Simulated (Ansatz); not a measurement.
# C2H5AlN2 (SMILES C#[C][Al]([NH2])[NH2]): RPA@PBE0/def2-SVP

What is the energy change on altering one bond length of C2H5AlN2 at RPA@PBE0/def2-SVP? 

The calculation is run with Ansatz 0.2.0.

62 further runs of the same task are left out: 1 that didn't finish, 61 set aside as unsound or not needed.

## (1) The structure to begin with

C2H5AlN2: 10 atoms, total charge 0, spin state singlet. SMILES: `C#[C][Al]([NH2])[NH2]`. The coordinates come from a PBE0-D4/def2-TZVP relaxation.

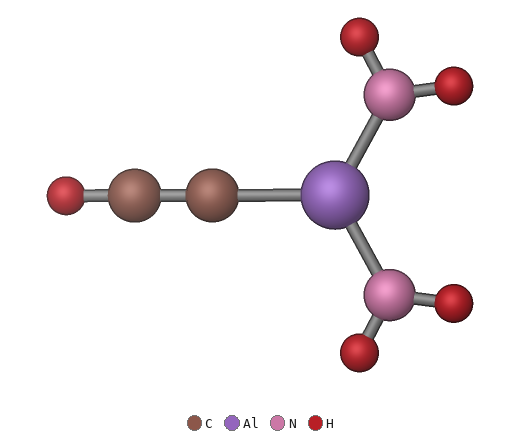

The structure, seen from a chosen angle (carbon brown, aluminium purple, nitrogen pink, hydrogen red).

## (2) A single-point energy at RPA@PBE0/def2-SVP

The input, molecule.yaml:

```yaml
crystal:
  periodic: [false, false, false]
  atoms:
    - symbol: C
      position_ang: [-2.368100, 1.221100, 0.873300]
    - symbol: C
      position_ang: [-1.345900, 0.693600, 0.497800]
    - symbol: Al
      position_ang: [0.265700, -0.138000, -0.094200]
    - symbol: "N"
      position_ang: [0.247600, -1.861100, -0.467000]
    - symbol: "N"
      position_ang: [1.722400, 0.842900, -0.249900]
    - symbol: H
      position_ang: [-3.269100, 1.686000, 1.204200]
    - symbol: H
      position_ang: [1.027400, -2.410800, -0.785900]
    - symbol: H
      position_ang: [-0.574800, -2.435200, -0.383700]
    - symbol: H
      position_ang: [1.750000, 1.827100, -0.041300]
    - symbol: H
      position_ang: [2.627700, 0.523400, -0.550300]
basis:
  gaussian:
    orbitals: def2-SVP
hamiltonian:
  xc: {name: PBE0}
correlation:
  method: rpa
  frozen_orbitals: {Al: 5, C: 1, H: 0, "N": 1}
accuracy: high
```

Command:

```sh
ansatz run molecule.yaml --threads 1 --pin off --max-ram 3480MiB --events-out events.jsonl --progress --plain --runs-dir runs
```

The log of the run:

```text
Warning: RAYON_NUM_THREADS=1 ignored (pool sized by the plan → 1); use --threads N
Functional definition: PBE0
  name "PBE0"
  parameter a = 0.25
  parameter kappa = 0.804
  parameter beta = 0.06672455060314922
  exchange = (1 - a)*pbe_x(kappa = kappa, mu = beta*pi^2/3) + a*exact_x
  correlation = pbe_c(beta = beta)
2218 factors; integrals over basis functions are off by at most 1.4e-8 eV
mean field evaluation 1: about -11703.6632 eV, gradient 8.0e1 eV
mean field evaluation 2: about -11703.9358 eV, gradient 8.0e1 eV
mean field evaluation 4: about -11717.3304 eV, gradient 1.1e1 eV
mean field evaluation 8: about -11717.6346 eV, gradient 2.5e-1 eV
mean field evaluation 16: about -11717.6600 eV, gradient 2.4e-5 eV
mean field -11717.65996633 eV, -430.6160612476 hartree, gradient 6.6e-8 eV, S^2 0.000000; 0 other end points of the search recorded, 0 dependent functions left out
9 core orbitals not correlated: weight in the atoms' cores, before any rotation towards them, 1.000 or more for the frozen orbitals, at most 0.000 for the correlated occupied ones
reference -11680.79980947 eV, -429.2614754674 hartree; 13, 13 occupied and 77, 77 virtual orbitals, 2218 factors
Total energy: -11705.99909068 eV, -430.1875319713 hartree
```

It took 18 s on 1 thread of Intel Xeon Platinum 8488C (Sapphire Rapids), shared host; peak memory 0.41 GiB.

## (3) The distorted shape

The input, in.yaml:

```yaml
crystal:
  periodic: [false, false, false]
  atoms:
    - {symbol: C, position_ang: [-3.303851, 1.880734, 1.255976]}
    - {symbol: C, position_ang: [-2.281651, 1.353234, 0.880476]}
    - {symbol: Al, position_ang: [-0.670051, 0.521634, 0.288476]}
    - {symbol: N, position_ang: [-0.688151, -1.201466, -0.084324]}
    - {symbol: "N", position_ang: [0.786649, 1.502534, 0.132776]}
    - {symbol: H, position_ang: [-4.204851, 2.345634, 1.586876]}
    - {symbol: H, position_ang: [1.027400, -2.410800, -0.785900]}
    - {symbol: H, position_ang: [-1.510551, -1.775566, -0.001024]}
    - {symbol: H, position_ang: [0.814249, 2.486734, 0.341376]}
    - {symbol: H, position_ang: [1.691949, 1.183034, -0.167624]}
basis:
  gaussian: {orbitals: def2-SVP}
hamiltonian: {xc: pbe0}
correlation: {method: rpa, frozen_orbitals: {Al: 5, C: 1, H: 0, "N": 1}}
accuracy: high
```

Command:

```sh
ansatz run in.yaml --threads 1 --pin off --max-ram 3480MiB --events-out events.jsonl --progress --plain --runs-dir runs
```

The log of the run, cut to the lines that bear on the results:

```text
Warning: RAYON_NUM_THREADS=1 ignored (pool sized by the plan → 1); use --threads N
[... 2 set-up lines as earlier in the session ...]
[...]
2201 factors; integrals over basis functions are off by at most 2.4e-8 eV
[...]
mean field -11711.99761405 eV, -430.4079736393 hartree, gradient 5.9e-8 eV, S^2 0.000000; 1 other end points of the search recorded, 0 dependent functions left out; unrestricted orbitals would lower it
unrestricted determinant -11677.04113663 eV, -429.1233467883 hartree, S^2 1.0039
9 core orbitals not correlated: weight in the atoms' cores, before any rotation towards them, 1.000 or more for the frozen orbitals, at most 0.000 for the correlated occupied ones
reference -11674.07068532 eV, -429.0141847160 hartree; 13, 13 occupied and 77, 77 virtual orbitals, 2201 factors
Total energy: -11700.63853454 eV, -429.9905351666 hartree
```

Wall time 34 s (1 thread of Intel Xeon Platinum 8488C (Sapphire Rapids), shared host); peak memory 0.48 GiB.

## (4) Outcome

Level: RPA@PBE0/def2-SVP, 9 core orbitals frozen.

| quantity | value |
| --- | --- |
| first shape: total energy | -430.18753 Eh |
| first shape: RPA correlation energy (valence) | -926.1 mEh |
| distorted shape: total energy | -429.99054 Eh |
| distorted shape: RPA correlation energy (valence) | -976.4 mEh |
| energy change with the N4–H7 bond stretched from 1.006 to 2.213 Å | 5.361 eV |

**Reading.** With the N4–H7 bond stretched from 1.006 to 2.213 Å the energy rises by 5.36 eV (517 kJ/mol). The first shape isn't relaxed at this level, so the change isn't measured from a minimum. The restricted solution (distorted shape) is unstable to spin breaking: an unrestricted one lies lower.
